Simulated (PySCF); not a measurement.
# C3H7Cl2In (SMILES CC[CH2][In]([Cl])[Cl]): what the fields show

```xyz
13

In    1.2528    1.9640    0.7513
Cl    3.5997    2.0920    0.8096
Cl    0.3294    4.1235    0.6860
C     0.1173    0.1332    0.7371
C    -0.2602   -0.3487   -0.6607
C    -1.0367   -1.6589   -0.6237
H    -0.7768    0.3233    1.3521
H     0.7370   -0.6093    1.2640
H     0.6464   -0.4835   -1.2754
H    -0.8609    0.4177   -1.1799
H    -1.9750   -1.5502   -0.0571
H    -1.2949   -1.9994   -1.6382
H    -0.4475   -2.4558   -0.1429
```

Geometry: PBE0-D3(BJ)/def2-SVP; core potentials replace the inner electrons of In.

Computed with PySCF 2.14.0, wB97X-D/def2-SVPD, SCF density, gas phase, scalar-relativistic core potentials on the heavy atoms.

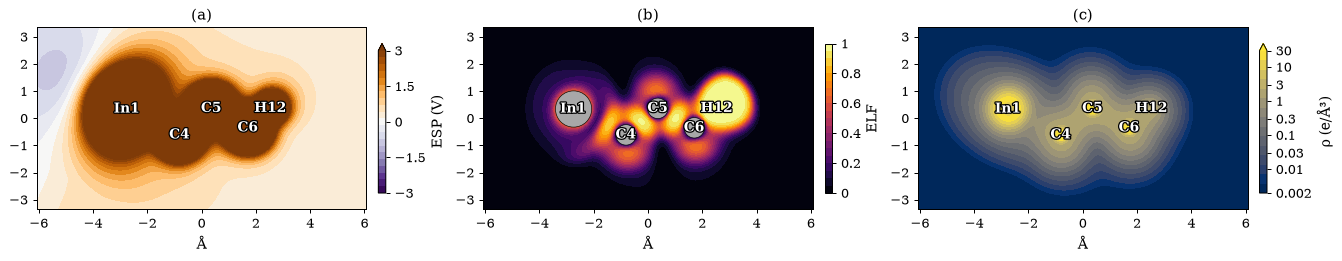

Figure 1. (a) electrostatic potential; (b) ELF; (c) electron density on the plane of atoms C4, C5 and C6. Grey discs cover the atomic cores in the ELF map.

> Describe what can be read from this map.

The plane passes through In, C and H nuclei. C–C (1.52 Å): ρ is about 1.6 e/Å³ halfway; the ELF peaks at about 0.95 between the atoms; a covalent bond. C–In (2.15 Å): ρ is about 0.66 e/Å³ halfway; the ELF peaks at about 0.90 in the valence shell of C, 0.7 Å from its nucleus, and drops to about 0.20 between the two atoms. C–H (1.10 Å): ρ is about 1.9 e/Å³ halfway; the ELF climbs to about 1 towards the hydrogen, as it does in any bond to H; an ordinary covalent bond to hydrogen. Outside the dense part of the molecule the potential is most negative (−0.8 V) near Cl3, which lies off the plane.

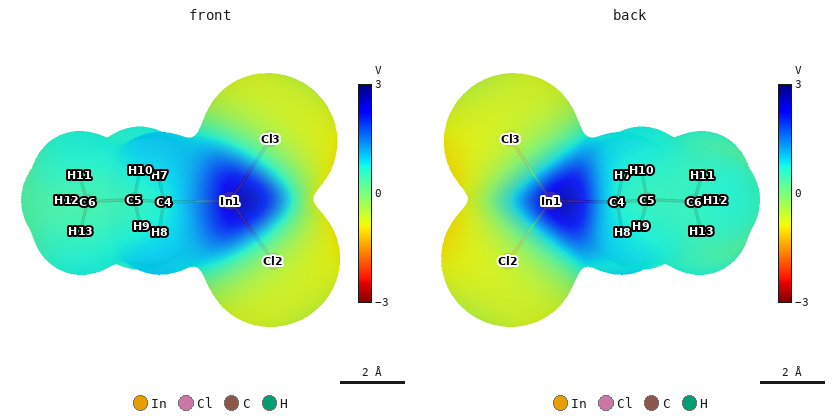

Figure 2. The molecular electrostatic potential painted on the density surface at 0.001 e/bohr³, seen from the front and from behind; the colour scale runs from red (negative) to blue (positive).

> Where is the surface potential most negative and most positive?

The most negative region (about −1.0 V) lies over Cl2 and Cl3, the most positive (about +2.6 V) over In1.

> How polar is the molecule by this calculation?

Its dipole moment is 4.61 D.
